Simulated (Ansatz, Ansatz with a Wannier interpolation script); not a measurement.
# BiOBr (P4/nmm): quasiparticle bands by Wannier interpolation

G0W0 gives levels on a mesh alone; what do the bands of BiOBr (P4/nmm) look like between the points?

Program: Ansatz 0.2.0. Level of theory: LDA, Wannier functions and G0W0, plane waves, PAW. Results are calculated unless marked as measured.

The database entry behind the starting cell differs from later determinations by our own check (0.1 to 0.3 % short, probably kX units), so it need not match the best structure at ambient conditions.

## (1) Starting point

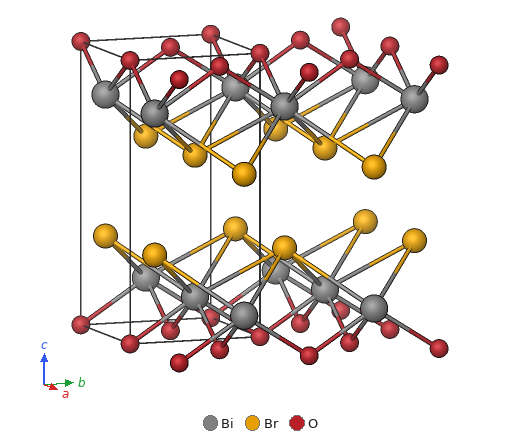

The cell as given, slightly off an axis (bismuth grey, bromine orange, oxygen red). 2×2×1 cells are drawn. Some periodic images of atoms are drawn too.

Structure file:

```cif
data_structure
_symmetry_space_group_name_H-M 'P 1'
_symmetry_Int_Tables_number 1
_cell_length_a 3.9160
_cell_length_b 3.9160
_cell_length_c 8.0770
_cell_angle_alpha 90.000
_cell_angle_beta 90.000
_cell_angle_gamma 90.000
_cell_volume 123.86
loop_
_atom_site_label
_atom_site_type_symbol
_atom_site_fract_x
_atom_site_fract_y
_atom_site_fract_z
_atom_site_occupancy
Bi1 Bi 0.00000 0.50000 0.15400 1
Bi2 Bi 0.50000 0.00000 0.84600 1
Br3 Br 0.00000 0.50000 0.65300 1
Br4 Br 0.50000 0.00000 0.34700 1
O5 O 0.00000 0.00000 0.00000 1
O6 O 0.50000 0.50000 0.00000 1
```

The cell and positions come from the Crystallography Open Database and are kept as given unless a step says otherwise. Spin-orbit coupling is left out unless a step names it. The default PAW set here is soft_2. Its files were made with PBE.

## (2) LDA bands

The cheap functional maps the bands first; the places of the edges decide which points the dearer methods must see.

This step: DFT, LDA, plane waves, PAW.

Contents of input.yaml:

```yaml
crystal:
  lattice:
    - [3.916, 0.0, 0.0]
    - [0.0, 3.916, 0.0]
    - [0.0, 0.0, 8.077]
  atoms:
    - { symbol: Bi, position: [0.0, 0.5, 0.154] }
    - { symbol: Bi, position: [0.5, 0.0, 0.846] }
    - { symbol: Br, position: [0.0, 0.5, 0.653] }
    - { symbol: Br, position: [0.5, 0.0, 0.347] }
    - { symbol: O, position: [0.0, 0.0, 0.0] }
    - { symbol: O, position: [0.5, 0.5, 0.0] }
kpoints:
  mp_grid: { grid: [4, 4, 2] }
  band_path:
    path:
      - [[0.0, 0.0, 0.0], [0.0, 0.5, 0.0], [0.5, 0.5, 0.0], [0.0, 0.0, 0.0], [0.0, 0.0, 0.5], [0.0, 0.5, 0.5], [0.5, 0.5, 0.5], [0.0, 0.0, 0.5]]
      - [[0.0, 0.5, 0.0], [0.0, 0.5, 0.5]]
      - [[0.5, 0.5, 0.0], [0.5, 0.5, 0.5]]
    npoints: 10
hamiltonian:
  xc: lda
scf:
  occupations: { method: fermi_dirac, width: 0.02 }
  n_extra_bands: 65
output:
  eigenvalues: true
  fatbands: true
  write_density: true
  write_potential: true
  elf: true
  volumetric_format: npy
```

The run is started by

```sh
ansatz run input.yaml --threads 3 --pin off --max-ram 92160MiB --backend cuda --events-out ev --progress --plain --runs-dir out --devices 1 --max-vram 13GiB
```

Numbers of over 12 decimals in the logs are rounded to 6 here.

The log of the run:

```text
scf.n_extra_bands = 65 over 28 filled bands (N_el = 56.0): the run solves 93 bands
GPUs: using 1 of 1 available (devices: 1).
Engine: ansatz 0.2.0, x86_64-unknown-linux-gnu
Pseudopotentials: kind: paw
Pseudopotential: Bi, paw, valence charge 15, recommended cutoff 420 eV (normal), Bi.paw.azcp
Pseudopotential: Br, paw, valence charge 7, recommended cutoff 420 eV (normal), Br.paw.azcp
Pseudopotential: O, paw, valence charge 6, recommended cutoff 420 eV (normal), O.paw.azcp
Functional definition: SPW92
  exchange = slater_x
  correlation = pw_c
device memory: the entry about to start is reckoned to put 4.0 GiB on a device that reports 31.3 GiB free (of which the cap on the GPU budget leaves the run 13.0 GiB)
GPU FFT provider: cuFFT
GPU libraries: cuBLAS 13.8.2, cuFFT 12.4.0, cuSOLVER 12.3.4
Crystal: 6 atoms, lattice volume = 123.861 Å³
Basis set: ecut = 420 eV, 2419 PW (Γ)
Bands: 93, of which v1, the nominal top of the filled ones, is band 28 counted from 1 (27 counted from 0)
Symmetry: 16 space group operations
Space group: P4/nmm (ITA 129), of the structure as read, at distance tolerance 5.0e-5 Å
k-points: 12 of 32
Non-local potential: Bi, projectors of the file, l = 0: 2, l = 1: 2, l = 2: 2, l = 3: 2
Non-local potential: Br, projectors of the file, l = 0: 2, l = 1: 2, l = 2: 2
Non-local potential: O, projectors of the file, l = 0: 2, l = 1: 2, l = 2: 1
PAW form: soft (Blöchl's): semilocal exchange-correlation on the pseudo side does not see the compensation charge
PAW frozen core: Bi, regenerated for the run's functional, and the local potential with it (the file was generated under x = pbe(κ = 0.804, μ = 0.219515), c = pbe(β = 0.066725))
PAW frozen core: Br, regenerated for the run's functional, and the local potential with it (the file was generated under x = pbe(κ = 0.804, μ = 0.219515), c = pbe(β = 0.066725))
PAW frozen core: O, regenerated for the run's functional, and the local potential with it (the file was generated under x = pbe(κ = 0.804, μ = 0.219515), c = pbe(β = 0.066725))
PAW one-centre angular grid: Bi, 590 points (default); XC on 64 Gauss nodes
PAW one-centre angular grid: Br, 110 points (default); XC on 64 Gauss nodes
PAW one-centre angular grid: O, 110 points (default); XC on 64 Gauss nodes
Initial density: superposition of atomic densities (neutral atoms: chi_scale 0, normalization atom), corrected by the library's trained network
Initial wavefunctions: pseudopotential atomic-orbital guess
GPU buffer pool allocated for 39366 grid points (all kernels)
GPU transforms: local potential and band sums: pruned to the plane-wave sphere, on 27×27×54
Functional: x = slater, c = lda
SCF iter   1: F=—  HF=-30671.924067 eV  |F-HF|=—  |Δ(HF+E_count)|=         —  Δρ=1.11e-2  dr2=1.43e-1  ethr=1.77e-3  ⟨swp⟩=6.1  Hψ=5717  notcnv=0  defer=481
preconditioner: auto → Resta (q_TF=auto, 2.390 Å⁻¹)  ε∞=1.6  [insulator: Δε(μ)=2.061 eV  Ē_g=31.593 eV  σ=0.020 eV  W_gap=1.00  n_scr=30 (ndim 8)  ℏωp=25.0 eV  f_vac=0.002  D(μ)=0.00/eV (n_scr^D=0)  ε∞_Penn≈1.6]
SCF iter   2: F=—  HF=-30671.895210 eV  |F-HF|=—  |Δ(HF+E_count)|=   2.89e-2  Δρ=4.78e-3  dr2=3.29e-2  ethr=2.54e-4  ⟨swp⟩=2.0  Hψ=1383  notcnv=0  defer=665
SCF iter   3: F=—  HF=-30671.888561 eV  |F-HF|=—  |Δ(HF+E_count)|=   6.65e-3  Δρ=1.02e-3  dr2=1.71e-3  ethr=5.88e-5  ⟨swp⟩=2.2  Hψ=616  notcnv=0  defer=710
SCF iter   4: F=—  HF=-30671.888121 eV  |F-HF|=—  |Δ(HF+E_count)|=   4.40e-4  Δρ=2.37e-4  dr2=1.07e-4  ethr=3.05e-6  ⟨swp⟩=2.8  Hψ=799  notcnv=0  defer=711
SCF iter   5: F=—  HF=-30671.887990 eV  |F-HF|=—  |Δ(HF+E_count)|=   1.32e-4  Δρ=4.37e-5  dr2=1.44e-6  ethr=1.90e-7  ⟨swp⟩=2.4  Hψ=617  notcnv=0  defer=711
SCF iter   6: F=—  HF=-30671.888216 eV  |F-HF|=—  |Δ(HF+E_count)|=   2.26e-4  Δρ=1.30e-5  dr2=4.46e-7  ethr=1.79e-10  ⟨swp⟩=13.6  Hψ=8847  notcnv=0
SCF iter   7: F=-30671.888215 eV  HF=-30671.888215 eV  |F-HF|=2.36e-8  |Δ(HF+E_count)|=   1.46e-7  Δρ=2.84e-6  dr2=2.74e-8  ethr=1.79e-10  ⟨swp⟩=2.0  Hψ=1970  notcnv=0
SCF 1 converged in 7 iterations: F = -30671.888215 eV  dr2 = 2.74e-8
[...]
device memory: the entry about to start is reckoned to put 3.3 GiB on a device that reports 30.3 GiB free (of which the cap on the GPU budget leaves the run 13.0 GiB)
NSCF: frozen V_eff on 93 k-points
SCF converged after 7 iterations
Free energy (F): -30671.888215 eV
Harris-Foulkes:  -30671.888215 eV  (|F-HF|=2.36e-8)
Internal energy: -30671.888215 eV  (E = F + TS)
E sigma→0 (E₀):  -30671.888215 eV
Fermi energy:    8.270149 eV
--- Per-component energies (eV) ---
  E_band       = -239.495257
  E_kinetic    = 1219.291042
  E_local      = -5452.940049  (includes V_loc(G=0)·N_el)
  E_nonlocal   = 1379.507423
  E_hartree    = 1989.920828
  E_xc         = -970.778257
  E_vxc        = -688.185048  (∫ρ·V_xc dr)
  E_paw        = -25321.060253  (= ΣΔE_a)
  E_vpaw       = -677.019321  (= ΣTr[D̂ρ^β])
  E_aug_tail   = 0.003956  (compensation charges beyond the density's cutoff)
  E_ewald      = -3516.430001
  E_core_change = 0.597096  (= ΣΔE_core)
  E_smearing   = -0.000000  (= −TS)
  E_closure    = -0.000000  (closes the sum)
  Σ components = -30671.888215   (vs F -30671.888215, Δ=0.00e0)
--- Band table (eV; the first three rows and the last of 12) ---
  k-point 0: bands = [... 24 lower, 6.2362, 6.5048, 6.5048, 6.5707, 9.5218, 10.4336, 12.1098, 12.1098, ... 61 higher]
  k-point 1: bands = [... 24 lower, 6.2999, 6.8204, 6.8204, 7.1240, 9.3333, 9.6153, 11.9342, 11.9342, ... 61 higher]
  k-point 2: bands = [... 24 lower, 6.6604, 6.7123, 6.9511, 7.1346, 11.0739, 11.3341, 11.3981, 11.8780, ... 61 higher]
  k-point 11: bands = [... 24 lower, 6.1493, 6.1493, 6.2252, 6.2252, 11.2205, 11.2205, 12.4909, 12.4909, ... 61 higher]
```

Elapsed: 18 s, on 1 × NVIDIA H100 80GB HBM3 (shared by 6 runs) with 3 threads of AMD EPYC 7R13 (Zen 3), shared host; peak memory 1 GiB; 41 s of CPU time.

The column dr2 measures how far the density is from self-consistency, as an energy; F and HF (Harris–Foulkes) agree once it is small.

This step gave:

| Item | Value |
| --- | --- |
| filled bands | 28 |
| gap | 2.035 eV |
| valence top at | k = (0.000, 0.400, 0.500) |
| conduction bottom at | k = (0.000, 0.000, 0.400) |
| least direct gap | 2.209 eV |

The gap is indirect, with the least direct gap 0.17 eV higher.

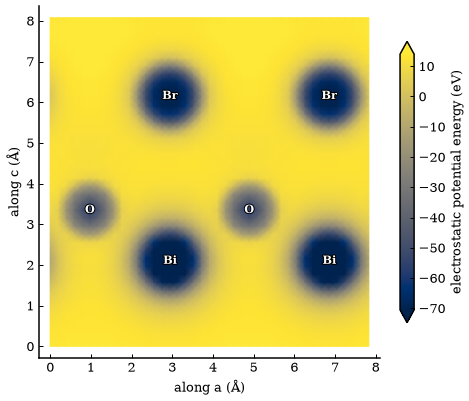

Electrostatic potential energy in the ac plane at fractional y = 0.000, with atoms of Bi and Br and O within 0.2 Å of it. With pseudopotentials it is smooth inside the atoms' cores, unlike the true potential. The map starts off the cell's origin, so that atoms lie inside it.

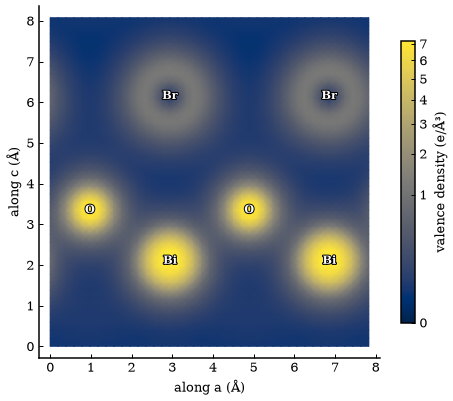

Valence density in the ac plane at fractional y = 0.000, with atoms of Bi and Br and O within 0.2 Å of it. It is the smooth field of the valence electrons, not physical close to the nuclei. The map starts off the cell's origin, so that atoms lie inside it. The colour scale is stretched toward low values.

## (3) Wannier functions (Bi:6p Br:4p O:2p) on 8×8×4

Localised functions give a small Hamiltonian that interpolates between mesh points at no cost.

This step: maximally localised Wannier functions, LDA, plane waves, PAW.

input.yaml, the sections that differ from step 2:

```yaml
kpoints:
  mp_grid: { grid: [4, 4, 2] }
scf:
  occupations: { method: fixed }
  n_extra_bands: 65
output:
  wannier:
    kmesh: [8, 8, 4]
    projections:
      - { species: Bi, l: p, shell: 6 }
      - { species: Br, l: p, shell: 4 }
      - { species: O, l: p, shell: 2 }
    minimise: true
    write_hr: true
    seedname: w
    conv_tol: 1.0e-07
    max_iter: 4000
    disentanglement:
      window: [1.91, 15.33]
      frozen_window: [1.91, 12.33]
      conv_tol: 1.0e-08
# crystal, hamiltonian: as in step 2
```

The log of the run:

```text
[...]
GPUs: using 1 of 1 available (devices: 1).
[...]
GPU FFT provider: cuFFT
GPU libraries: cuBLAS 13.8.2, cuFFT 12.4.0, cuSOLVER 12.3.4
Crystal: 6 atoms, lattice volume = 123.861 Å³
Basis set: ecut = 420 eV, 2419 PW (Γ)
Bands: 93, of which v1, the nominal top of the filled ones, is band 28 counted from 1 (27 counted from 0)
Symmetry: 16 space group operations
[...]
k-points: 12 of 32
[...]
GPU buffer pool allocated for 39366 grid points (all kernels)
[...]
SCF iter   1: F=—  HF=-30671.924066 eV  |F-HF|=—  |Δ(HF+E_count)|=         —  Δρ=1.11e-2  dr2=1.42e-1  ethr=1.77e-3  ⟨swp⟩=5.0  Hψ=3848  notcnv=0  defer=746
[...]
SCF iter   7: F=-30671.888215 eV  HF=-30671.888215 eV  |F-HF|=1.31e-8  |Δ(HF+E_count)|=   1.40e-7  Δρ=7.47e-6  dr2=4.93e-8  ethr=1.79e-10  ⟨swp⟩=14.8  Hψ=10331  notcnv=0
SCF 1 converged in 7 iterations: F = -30671.888215 eV  dr2 = 4.93e-8
[...]
NSCF: frozen V_eff on 12 k-points
the band table was solved once the SCF had ended and its energy, with any forces and stress, was formed, with the checks that follow a solve (4504 applications of the Hamiltonian). They found nothing against the state; the energy, forces and stress were not computed again (output.eigenvalues in the input reference)
[...]
the Wannier pass solved 49 of the 256 points of its mesh, and has the states at the others by symmetry: states obtained by the crystal's operations at points that were solved too leave a residual of 4.67e-13 eV (read by the count's bands and the next), within 6.67e-6 eV
SCF converged after 7 iterations
Free energy (F): -30671.888215 eV
[...]
Internal energy: -30671.888215 eV  (E = F + TS)
E sigma→0 (E₀):  -30671.888215 eV
Fermi energy:    7.174529 eV
[...]
--- Band table (eV; the first three rows and the last of 12) ---
  k-point 0: bands = [... 24 lower, 6.2363, 6.5048, 6.5048, 6.5707, 9.5219, 10.4336, 12.1099, 12.1099, ... 61 higher]
  k-point 1: bands = [... 24 lower, 6.2999, 6.8204, 6.8204, 7.1241, 9.3334, 9.6154, 11.9342, 11.9342, ... 61 higher]
  k-point 2: bands = [... 24 lower, 6.6604, 6.7123, 6.9511, 7.1346, 11.0739, 11.3342, 11.3982, 11.8780, ... 61 higher]
  k-point 11: bands = [... 24 lower, 6.1493, 6.1493, 6.2251, 6.2251, 11.2205, 11.2205, 12.4909, 12.4909, ... 61 higher]
Wannier search: line search 1 of at most 4000: gauge-dependent spread (as the search counts it) 1.4412044 Å², largest recent change 3.4e-1 Å² and fall left 1.5e-4 Å² against conv_tol 1.0e-7 Å², 0 stops escaped
WARN: <dir> 1170 periodic images of 1090 elements of H(R) lie 4.88e-4 to 1.95e-3 Å beyond their element's nearest image, near the 9.77e-4 Å window within which an element is shared among its images; whether they share it moves the interpolated H(k) by 1.1e-3 eV (Frobenius norm, root mean square over the Brillouin zone); at the model's own mesh points H(k) does not change
```

Elapsed: 13 s, on 1 × NVIDIA H100 80GB HBM3 (shared by 6 runs) with 3 threads; peak memory 1.2 GiB; 11 s of CPU time.

This step gave:

- gauge-invariant spread: 33.87 Å²
- diagonal spread: 0.03672 Å²
- off-diagonal spread: 1.256 Å²
- total spread: 35.16 Å²
- least projectability: 0.4783
- localisation steps: 55
- disentanglement steps: 20
- r.m.s. interpolation error: 5.26e-4 eV
- r.m.s. error near the gap: 5.93e-4 eV

Near the gap the model misses directly solved bands by 0.6 meV r.m.s. and by 8 meV at most in the window tested. This tests the starting bands, not the corrections carried with them.

Wannier functions, by row:

```
function   x (Å)   y (Å)   z (Å)  spread (Å²)  nearest atom  distance (Å)
       1  -0.162   1.872    1.48        2.901           Bi1         0.299
       2   0.161   1.872    1.48        2.901           Bi1         0.299
       3       0   2.132   1.482        2.907           Bi1         0.295
       4   1.797  -0.086   6.597        2.901           Bi2         0.299
       5   2.119  -0.086   6.597        2.901           Bi2         0.299
       6   1.958   0.174   6.595        2.907           Bi2         0.295
       7   -0.05   1.958   5.263        1.719           Br3         0.051
       8    0.05   1.958   5.263        1.719           Br3         0.051
       9       0   1.958   5.262        1.687           Br3         0.013
      10   1.958   -0.05   2.814        1.719           Br4         0.051
      11   1.958       0   2.815        1.687           Br4         0.013
      12   1.958    0.05   2.814        1.718           Br4         0.051
      13   0.066  -0.001  -0.036        1.226            O5         0.076
      14  -0.066  -0.001  -0.036        1.226            O5         0.076
      15       0   0.002   0.073        1.296            O5         0.073
      16   2.024   1.957   0.036        1.226            O6         0.076
      17   1.892   1.957   0.036        1.226            O6         0.076
      18   1.958    1.96  -0.073        1.296            O6         0.073
```

Frozen up to 5.03 eV; above it the model need not follow the bands. Electronic bands along the path, in eV, zero at the valence-band top:

```
    point  band 25  band 26  band 27  band 28  band 29  band 30  band 31  band 32
        Γ    -1.06    -0.79    -0.79    -0.72     2.23     3.14     4.82     4.82
        X    -0.55    -0.55    -0.16    -0.16     4.22     4.22     4.75     4.75
        M    -1.07    -1.07    -0.80    -0.80     3.23     3.23     4.97     4.97
        Γ    -1.06    -0.79    -0.79    -0.72     2.23     3.14     4.82     4.82
        Z    -0.99    -0.47    -0.47    -0.17     2.04     2.32     4.64     4.64
        R    -0.56    -0.56    -0.12    -0.12     4.04     4.04     4.80     4.80
        A    -1.15    -1.15    -1.07    -1.07     3.93     3.93     5.20     5.20
        Z    -0.99    -0.47    -0.47    -0.17     2.04     2.32     4.64     4.64
jump to X    -0.55    -0.55    -0.16    -0.16     4.22     4.22     4.75     4.75
        R    -0.56    -0.56    -0.12    -0.12     4.04     4.04     4.80     4.80
jump to M    -1.07    -1.07    -0.80    -0.80     3.23     3.23     4.97     4.97
        A    -1.15    -1.15    -1.07    -1.07     3.93     3.93     5.20     5.20
```

The same for Kohn-Sham, solved directly:

```
point  band 25  band 26  band 27  band 28  band 29  band 30  band 31  band 32
    Γ    -1.06    -0.79    -0.79    -0.72     2.23     3.14     4.82     4.82
    X    -0.55    -0.55    -0.16    -0.16     4.22     4.22     4.75     4.75
    M    -1.07    -1.07    -0.80    -0.80     3.23     3.23     4.97     4.97
    Γ    -1.06    -0.79    -0.79    -0.72     2.23     3.14     4.82     4.82
    Z    -0.99    -0.47    -0.47    -0.17     2.04     2.32     4.64     4.64
    R    -0.56    -0.56    -0.12    -0.12     4.04     4.04     4.80     4.80
    A    -1.15    -1.15    -1.07    -1.07     3.93     3.93     5.20     5.20
    Z    -0.99    -0.47    -0.47    -0.17     2.04     2.32     4.64     4.64
    X    -0.55    -0.55    -0.16    -0.16     4.22     4.22     4.75     4.75
    R    -0.56    -0.56    -0.12    -0.12     4.04     4.04     4.80     4.80
    M    -1.07    -1.07    -0.80    -0.80     3.23     3.23     4.97     4.97
    A    -1.15    -1.15    -1.07    -1.07     3.93     3.93     5.20     5.20
```

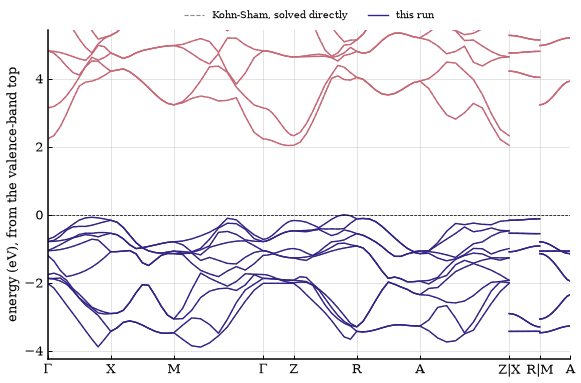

Electronic bands along the path; lines of filled and empty bands in two colours; dashed: Kohn-Sham, solved directly.

[end of part 1 of 2]

[Paths, hosts, dates, memory and timing lines, banners, echoed tables and standing remarks are left out of the program output.]

[Logs are printed without paths, hosts, clocks, repeated set-up lines and the standing remarks that a program may print on its own settings, such as how far it seeks lower states.]

[Runs of the session that timed out or met a known fault of the program may be left out.]

[Hosts, paths, dates, database ids (printed as entryN), source tags and the programs' standing remarks are cut or masked in the printed files.]
